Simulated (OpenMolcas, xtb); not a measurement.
CH5InO2 (SMILES [CH3][In]([OH])[OH]): methods side by side

CH5InO2: 9 atoms, total charge 0, spin state singlet. As SMILES, `[CH3][In]([OH])[OH]`. Geometry: relaxed at PBE0-D4/def2-TZVP. This is one conformer, not always the lowest.

```xyz
9

C    -0.0866    0.9202   -1.3662
In    0.1229   -0.3361    0.3378
O     1.4408   -1.8060    0.5009
O    -0.8986   -0.3129    2.0486
H    -1.1264    0.9292   -1.6928
H     0.2121    1.9363   -1.1077
H     0.5475    0.5489   -2.1698
H     1.3655   -2.2434    1.3531
H    -1.5771    0.3637    2.0961
```

Each level gives the energy change with the C1–H6 bond stretched from 1.090 to 1.962 Å (eV). The values are calculated.

| level | kind | program | value (eV) |
| --- | --- | --- | --- |
| GFN0-xTB | semi-empirical | xtb | 2.76 |
| HF/def2-SVP (core potential) (unrestricted) | Hartree–Fock | OpenMolcas | 3.87 |
| SVWN5/def2-SVP (core potential) (restricted) | LDA | OpenMolcas | 3.27 |
| BLYP/def2-SVP (core potential) (restricted) | GGA | OpenMolcas | 3.11 |
| TPSS/def2-SVP (core potential) (restricted) | meta-GGA | OpenMolcas | 3.28 |
| r2SCAN/def2-SVP (core potential) (restricted) | meta-GGA | OpenMolcas | 3.40 |
| PBE0/def2-SVP (core potential) (restricted) | global hybrid | OpenMolcas | 3.51 |
| B2PLYP/def2-SVP (core potential) (restricted) | double hybrid | OpenMolcas | 3.45 |
| MP2/def2-SVP (core potential) (restricted) | perturbation theory | OpenMolcas | 3.61 |

The first shape isn't each level's own minimum. The values span 2.76 to 3.87 eV. In the correlated wave-function rows the outer d shell of In is correlated, in sets not made for it.

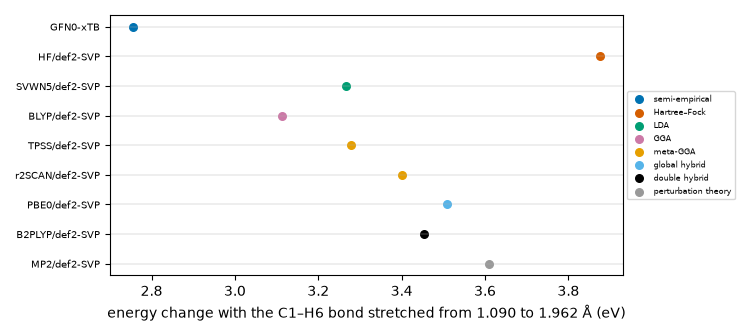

The values of the table, level by level.
